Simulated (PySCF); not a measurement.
# C4H9NOSi (SMILES CC(=O)[SiH]1CNC1): what the fields show

Input file:

```
{"job": {"kind": "uv", "xc": "PBE0", "basis": "def2-SVPD", "nstates": 8, "ntriplets": 3}, "charge": 0, "multiplicity": 1}
C      2.123547    -0.041418     0.743551
C      1.558891    -0.689644    -0.487125
O      2.211602    -1.399942    -1.216879
Si    -0.297903    -0.361236    -0.868864
C     -1.455841    -0.853686     0.584672
N     -1.343742     0.513922     1.098664
C     -0.983167     1.264216    -0.107308
H      1.427859    -0.156049     1.570947
H      2.222975     1.024744     0.544990
H      3.098934    -0.452536     0.993922
H     -0.634630    -0.745359    -2.237603
H     -2.465937    -1.124250     0.254593
H     -1.137435    -1.586428     1.327817
H     -2.167790     0.855817     1.580308
H     -1.845119     1.663417    -0.654658
H     -0.319845     2.097377     0.129046
```

Launched as:

```sh
OMP_NUM_THREADS=1 python probes_run.py task.json out
```

Geometry: GFN2-xTB.

Theory: PBE0/def2-SVPD, SCF density, gas phase (PySCF).

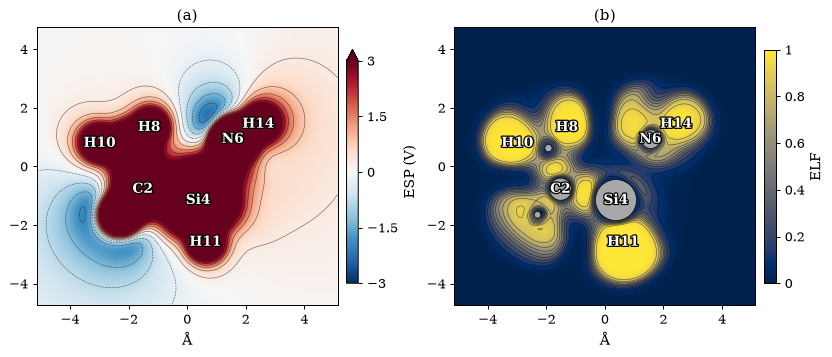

Figure 1. (a) electrostatic potential; (b) ELF on the plane of atoms C2, Si4 and H11. Grey discs cover the atomic cores in the ELF map.

Interpret the plot.

Answer.
- The plane passes through C, Si, N and H nuclei.
- C–Si (1.92 Å): the ELF peaks at about 1 between the atoms (a shared electron pair).
- N–H (1.01 Å): the ELF climbs to about 1 towards the hydrogen, as it does in any bond to H (an ordinary covalent bond to hydrogen).
- Si–H (1.46 Å): the ELF climbs to about 1 towards the hydrogen.
- The ELF also peaks beside O3 and N6, away from the bonds: lone-pair regions.
- Outside the dense part of the molecule the potential is most negative (−2.2 V) near N6.

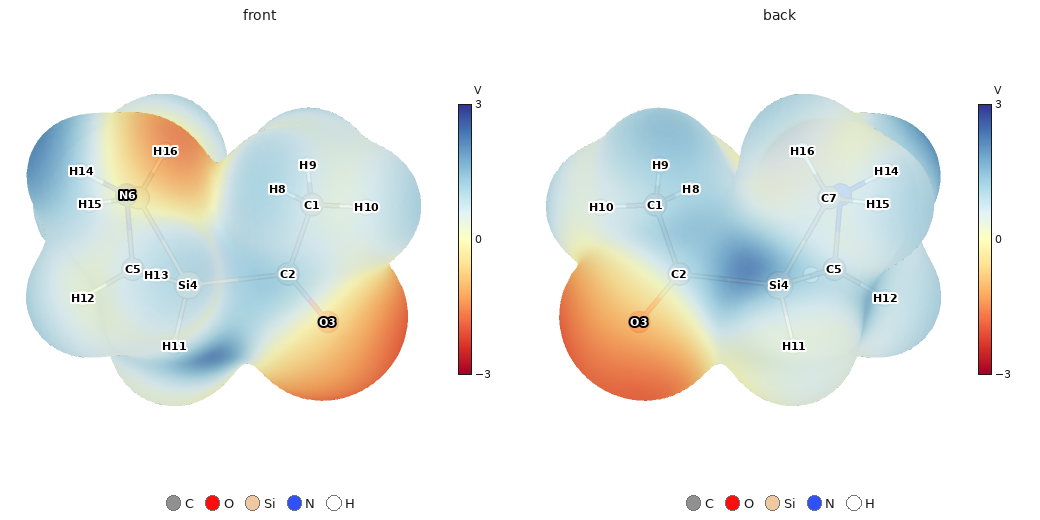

Figure 2. The molecular electrostatic potential painted on the density surface at 0.004 e/bohr³, seen from the front and from behind; red is negative and blue positive.

Which sites attract a positive test charge, and which a negative one?

Answer. A positive charge is drawn to the negative regions and a negative charge to the positive ones. The most negative region (about −1.8 V, or −42 kcal/mol for a unit charge) lies over O3, the most positive (about +2.1 V, or +48 kcal/mol for a unit charge) over Si4 and H14. O3 is the likeliest acceptor of a hydrogen bond.
